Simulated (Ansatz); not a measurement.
# Resistivity from frozen vibrations: Ru(0001) with 2 thermally displaced layers, 2x2

Wanted: the phonon-limited resistivity of Ru at 800 K by the Landauer route.

Calculated with Ansatz 0.2.0; Ansatz plane-wave DFT, PBE, PAW files; ballistic transport by layer matching (Landauer), zero bias; PAW set soft_1.

### 1. The starting structure

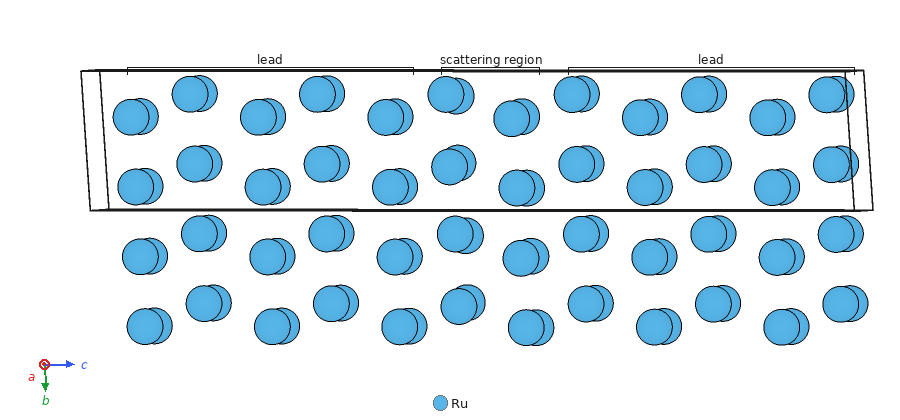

The cell as given, from the side, with the c axis across the page (ruthenium blue). 1×2×1 cells are drawn.

The cell holds 48 atoms: 48 Ru. Its edges and angles: a = 5.412 Å, b = 5.412 Å, c = 25.691 Å, α = 90.0°, β = 90.0°, γ = 120.0°. It derives from Ru. Regions: lead, 40 atoms (40 Ru); scattering region, 8 atoms (8 Ru). The structure is stacked along c, and the current runs across the ab planes.

### 2. With 2 displaced layers

Each atom of 2 layers is moved at random, by amounts drawn from a normal law 0.057 Å wide in each direction from the Debye model (600 K) at 800 K. The layers about the cell's end stay perfect and serve as the lead. Disorder leaves little or no symmetry, which makes such runs dear. Energies from -0.05 to 0.05 eV in steps of 0.05 eV are too few for the program's thermal sum, so it prints no conductance; for a metal the transmission near the Fermi level serves, at a fraction of the cost.

input.yaml

```yaml
crystal:
  lattice:
    - [5.4116, 0.0, 0.0]
    - [-2.7058, 4.6865830751, 0.0]
    - [0.0, 0.0, 25.6914]
  atoms:
    - { symbol: Ru, position: [0.1666666667, 0.3333333333, 0.0416666667] }
    - { symbol: Ru, position: [0.1666666667, 0.8333333333, 0.0416666667] }
    - { symbol: Ru, position: [0.6666666667, 0.3333333333, 0.0416666667] }
    - { symbol: Ru, position: [0.6666666667, 0.8333333333, 0.0416666667] }
    - { symbol: Ru, position: [0.3333333333, 0.1666666667, 0.125] }
    - { symbol: Ru, position: [0.3333333333, 0.6666666667, 0.125] }
    - { symbol: Ru, position: [0.8333333333, 0.1666666667, 0.125] }
    - { symbol: Ru, position: [0.8333333333, 0.6666666667, 0.125] }
    - { symbol: Ru, position: [0.1666666667, 0.3333333333, 0.2083333333] }
    - { symbol: Ru, position: [0.1666666667, 0.8333333333, 0.2083333333] }
    - { symbol: Ru, position: [0.6666666667, 0.3333333333, 0.2083333333] }
    - { symbol: Ru, position: [0.6666666667, 0.8333333333, 0.2083333333] }
    - { symbol: Ru, position: [0.3333333333, 0.1666666667, 0.2916666667] }
    - { symbol: Ru, position: [0.3333333333, 0.6666666667, 0.2916666667] }
    - { symbol: Ru, position: [0.8333333333, 0.1666666667, 0.2916666667] }
    - { symbol: Ru, position: [0.8333333333, 0.6666666667, 0.2916666667] }
    - { symbol: Ru, position: [0.1666666667, 0.3333333333, 0.375] }
    - { symbol: Ru, position: [0.1666666667, 0.8333333333, 0.375] }
    - { symbol: Ru, position: [0.6666666667, 0.3333333333, 0.375] }
    - { symbol: Ru, position: [0.6666666667, 0.8333333333, 0.375] }
    - { symbol: Ru, position: [0.3419628825, 0.1832054219, 0.4610507127] }
    - { symbol: Ru, position: [0.3261458656, 0.6630424315, 0.4571631869] }
    - { symbol: Ru, position: [0.8389936212, 0.1659847489, 0.4599905038] }
    - { symbol: Ru, position: [0.8234014773, 0.6857207675, 0.4581193722] }
    - { symbol: Ru, position: [0.1730029384, 0.3316722624, 0.5408255326] }
    - { symbol: Ru, position: [0.1765591885, 0.8433619798, 0.5412172986] }
    - { symbol: Ru, position: [0.6692273972, 0.3416735591, 0.5397355774] }
    - { symbol: Ru, position: [0.6531169207, 0.8381375401, 0.5401788326] }
    - { symbol: Ru, position: [0.3333333333, 0.1666666667, 0.625] }
    - { symbol: Ru, position: [0.3333333333, 0.6666666667, 0.625] }
    - { symbol: Ru, position: [0.8333333333, 0.1666666667, 0.625] }
    - { symbol: Ru, position: [0.8333333333, 0.6666666667, 0.625] }
    - { symbol: Ru, position: [0.1666666667, 0.3333333333, 0.7083333333] }
    - { symbol: Ru, position: [0.1666666667, 0.8333333333, 0.7083333333] }
    - { symbol: Ru, position: [0.6666666667, 0.3333333333, 0.7083333333] }
    - { symbol: Ru, position: [0.6666666667, 0.8333333333, 0.7083333333] }
    - { symbol: Ru, position: [0.3333333333, 0.1666666667, 0.7916666667] }
    - { symbol: Ru, position: [0.3333333333, 0.6666666667, 0.7916666667] }
    - { symbol: Ru, position: [0.8333333333, 0.1666666667, 0.7916666667] }
    - { symbol: Ru, position: [0.8333333333, 0.6666666667, 0.7916666667] }
    - { symbol: Ru, position: [0.1666666667, 0.3333333333, 0.875] }
    - { symbol: Ru, position: [0.1666666667, 0.8333333333, 0.875] }
    - { symbol: Ru, position: [0.6666666667, 0.3333333333, 0.875] }
    - { symbol: Ru, position: [0.6666666667, 0.8333333333, 0.875] }
    - { symbol: Ru, position: [0.3333333333, 0.1666666667, 0.9583333333] }
    - { symbol: Ru, position: [0.3333333333, 0.6666666667, 0.9583333333] }
    - { symbol: Ru, position: [0.8333333333, 0.1666666667, 0.9583333333] }
    - { symbol: Ru, position: [0.8333333333, 0.6666666667, 0.9583333333] }
kpoints:
  mp_grid: { grid: [5, 5, 1] }
hamiltonian:
  xc: pbe
  pseudopotentials: { kind: paw, azcp: { folder: soft_1 } }
scf:
  occupations: { method: fermi_dirac, width: 0.1 }
output:
  transmission:
    leads: [[0, 8]]
    kmesh: [10, 10]
    e_range: [-0.05, 0.05]
    de: 0.05
  write_potential: true
  write_density: true
  volumetric_format: npy
```

The run is started by

```bash
$ ansatz run input.yaml --threads 4 --pin off --max-ram 15360MiB --backend cpu --events-out ev --progress --plain --runs-dir out
```

Numbers of over 12 decimals in the logs are rounded to 6 here.

What it wrote:

```text
Engine: ansatz 0.2.0, x86_64-unknown-linux-gnu
Pseudopotentials: kind: paw
Pseudopotential: Ru, paw, valence charge 16, recommended cutoff 420 eV (normal), soft_1/Ru.paw.azcp
Functional definition: PBE
  parameter kappa = 0.804
  parameter beta = 0.066725
  exchange = pbe_x(kappa = kappa, mu = beta*pi^2/3)
  correlation = pbe_c(beta = beta)
Crystal: 48 atoms, lattice volume = 651.583 Å³
Basis set: ecut = 420 eV, 12691 PW (Γ)
Bands: 461, of which v1, the nominal top of the filled ones, is band 384 counted from 1 (383 counted from 0)
Symmetry: 1 space group operations
Space group: P1 (ITA 1), of the structure as read, at distance tolerance 8.7e-5 Å
k-points: 13 of 25 (time reversal used)
Non-local potential: Ru, projectors of the file, l = 0: 3, l = 1: 2, l = 2: 2, l = 3: 1
PAW form: soft (Blöchl's): semilocal exchange-correlation on the pseudo side does not see the compensation charge
PAW one-centre angular grid: Ru, 590 points (default); XC on 64 Gauss nodes
Initial density: superposition of atomic densities (chi_scale 0.1, normalization cell)
Initial wavefunctions: pseudopotential atomic-orbital guess
Functional: x = pbe(κ = 0.804, μ = 0.219515), c = pbe(β = 0.066725)
SCF iter   1: F=—  HF=-282208.684155 eV  |F-HF|=—  |Δ(HF+E_count)|=         —  Δρ=1.22e-1  dr2=9.31e1  ethr=3.10e-3  ⟨swp⟩=5.0  Hψ=19250  notcnv=0  defer=3
preconditioner: auto → Kerker (q_TF=auto, 2.804 Å⁻¹)  [metal: Δε(μ)=0.045 eV  Ē_g=5.265 eV  σ=0.100 eV  W_gap=0.11  n_scr=268 (ndim 8)  ℏωp=28.5 eV  f_vac=0.000  D(μ)=40.31/eV (n_scr^D=392)]
SCF iter   2: F=—  HF=-282185.280068 eV  |F-HF|=—  |Δ(HF+E_count)|=    2.34e1  Δρ=5.91e-2  dr2=2.12e1  ethr=3.10e-3  ⟨swp⟩=2.8  Hψ=12027  notcnv=0  defer=59
SCF iter   3: F=—  HF=-282178.952830 eV  |F-HF|=—  |Δ(HF+E_count)|=    6.33e0  Δρ=9.51e-3  dr2=2.65e-1  ethr=2.76e-3  ⟨swp⟩=2.0  Hψ=9304  notcnv=0  defer=59
SCF iter   4: F=—  HF=-282179.003573 eV  |F-HF|=—  |Δ(HF+E_count)|=   5.07e-2  Δρ=1.07e-3  dr2=4.66e-3  ethr=3.45e-5  ⟨swp⟩=2.2  Hψ=11208  notcnv=0  defer=56
SCF iter   5: F=—  HF=-282179.004338 eV  |F-HF|=—  |Δ(HF+E_count)|=   7.64e-4  Δρ=2.22e-4  dr2=1.96e-4  ethr=6.07e-7  ⟨swp⟩=2.9  Hψ=12697  notcnv=0  defer=56
SCF iter   6: F=—  HF=-282179.004365 eV  |F-HF|=—  |Δ(HF+E_count)|=   2.68e-5  Δρ=4.91e-5  dr2=1.25e-5  ethr=2.56e-8  ⟨swp⟩=2.7  Hψ=11170  notcnv=0  defer=56
SCF iter   7: F=—  HF=-282179.005700 eV  |F-HF|=—  |Δ(HF+E_count)|=   1.34e-3  Δρ=1.12e-5  dr2=1.02e-6  ethr=1.63e-9  ⟨swp⟩=2.0  Hψ=8378  notcnv=0  defer=56
SCF iter   8: F=-282179.005700 eV  HF=-282179.005700 eV  |F-HF|=2.29e-8  |Δ(HF+E_count)|=   9.65e-8  Δρ=2.11e-6  dr2=3.48e-8  ethr=1.30e-11  ⟨swp⟩=8.1  Hψ=13559  notcnv=0
SCF 1 converged in 8 iterations: F = -282179.005700 eV  dr2 = 3.48e-8
  greatest PAW one-centre occupation: 1.000 electrons in one spin orbital (limit 2), on the Ru atom at site 20 (counted from 0), in its partial waves of l = 0
transmission: 251 of 2496 steps passed
transmission: 500 of 2496 steps passed
[...]
transmission: 2496 of 2496 steps passed
SCF converged after 8 iterations
Free energy (F): -282179.005700 eV
Harris-Foulkes:  -282179.005700 eV  (|F-HF|=2.29e-8)
Internal energy: -282177.480696 eV  (E = F + TS)
E sigma→0 (E₀):  -282178.243198 eV
Entropy (-TS):   -1.525004 eV (-31.771 meV/atom)
Fermi energy:    23.338930 eV
--- Per-component energies (eV) ---
  E_band       = -2694.986411
  E_kinetic    = 22102.635073
  E_local      = -61001.050397  (includes V_loc(G=0)·N_el)
  E_nonlocal   = 19799.144500
  E_hartree    = 20231.686564
  E_xc         = -8168.128437
  E_vxc        = -10330.245086  (∫ρ·V_xc dr)
  E_paw        = -168071.967123  (= ΣΔE_a)
  E_vpaw       = -13728.858901  (= ΣTr[D̂ρ^β])
  E_aug_tail   = 0.030159  (compensation charges beyond the density's cutoff)
  E_ewald      = -107069.831036
  E_smearing   = -1.525004  (= −TS)
  E_closure    = -0.000000  (closes the sum)
  Σ components = -282179.005700   (vs F -282179.005700, Δ=0.00e0)
--- Band table (eV; the first three rows and the last of 13) ---
  k-point 0: bands = [... 380 lower, 23.8936, 23.8996, 24.3414, 24.3515, 24.3798, 24.3861, 24.4728, 24.5087, ... 73 higher]
  k-point 1: bands = [... 380 lower, 23.4782, 23.4983, 23.5137, 23.8116, 23.8503, 24.0059, 24.0432, 24.0966, ... 73 higher]
  k-point 2: bands = [... 380 lower, 22.9700, 23.0053, 23.0289, 23.1014, 23.1686, 23.1911, 23.3589, 23.3795, ... 73 higher]
  k-point 12: bands = [... 380 lower, 23.0903, 23.1127, 23.1558, 23.3051, 23.3313, 23.3632, 23.3741, 23.3911, ... 73 higher]
--- Transmission ---
  basis      : 223 plane waves across, 48 finite elements along
  points     : 52, standing for a mesh of 10 x 10
  energies   : 3 from -0.050000 to 0.050000 eV about the Fermi level, 0.050000 eV apart; the leads are filled to 0.000000 eV, and channels, transmission and decay are at 0.000000 eV
  crystal 0  : Ru8, at the sites [0, 8], period 4.2819 Å, over 21.41 Å; its Hamiltonian steps by up to 0.8 meV
    offset         : up to 0.0000 Å between an atom of the period and one for which it stands
    channels       : 5.160000e0 a spin
    conductance    : none, the energies end too early or step too widely for 300 K: set another output.transmission.e_range or a lower de, or, where they end at an eighth of basis.ecutwfc, a higher one
  junction   : crystal 0 to crystal 0, 0.70 to 22.11 Å
    transmission   : 4.851624e0 a spin
    conductance    : none, the energies end too early or step too widely for 300 K: set another output.transmission.e_range or a lower de, or, where they end at an eighth of basis.ecutwfc, a higher one
```

It took 5.1 min on 4 threads of Intel Xeon Platinum 8375C at 2.90GHz (Ice Lake), shared host; peak memory 6.5 GiB; 18 min of CPU time.

Numbers from this step:

```yaml
free_energy: -282179.0057 eV
energy_at_zero_smearing: -282178.2432 eV
fermi_energy: 23.34 eV
cell_area: 25.36 Å²
transmission_per_spin_nearest_the_fermi_level: 4.852
open_channels_per_spin_nearest_the_fermi_level: 5.16
step_of_the_lead_s_potential: 0.8 meV
```

Per spin. The transmission, zone mean by energy, zero at the Fermi level:

```
energy (eV)  transmission, zone mean
    -0.0500                     4.93
     0.0000                     4.85
     0.0500                     5.14
```

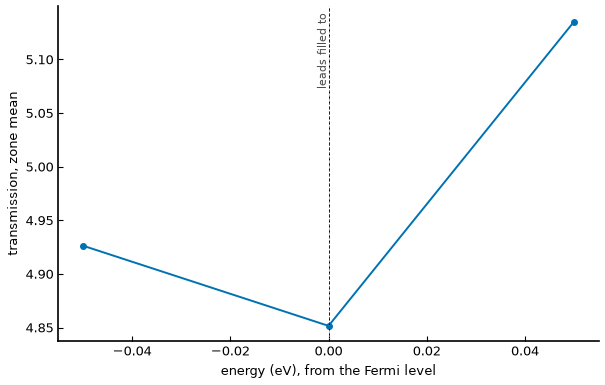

Transmission, zone mean, plotted against energy.

Per spin. Table of open channels, zone mean, lead by energy, zero at the Fermi level:

```
energy (eV)  open channels, zone mean, lead
    -0.0500                            5.16
     0.0000                            5.16
     0.0500                            5.64
```

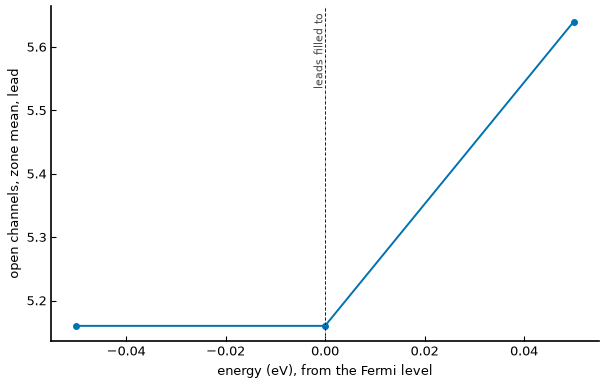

Open channels, zone mean, lead, plotted against energy.

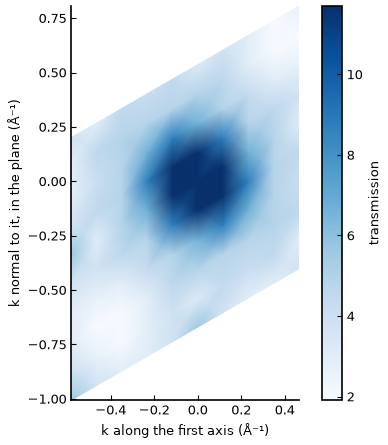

Transmission over k1 and k2. At 0.0000 eV from the Fermi level.

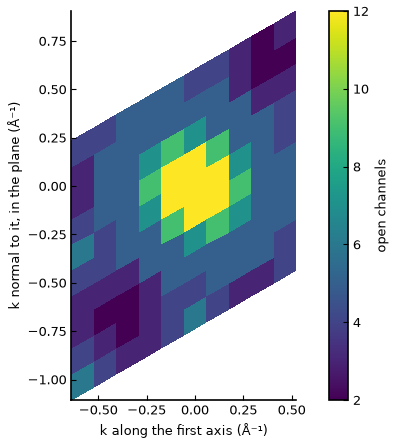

Open channels over k1 and k2. At 0.0000 eV from the Fermi level.

Over the solved energies the transmission per spin lies between 4.85 and 5.14, out of 5.32 channels of the lead on average (up to 5.64).

(Part 1 of 2 ends here.)

[Logs are printed without paths, hosts, clocks, repeated set-up lines and the standing remarks that a program may print on its own settings, such as how far it seeks lower states.]

[Hosts, paths, dates, database ids (printed as entryN), source tags and the programs' standing remarks are cut or masked in the printed files.]
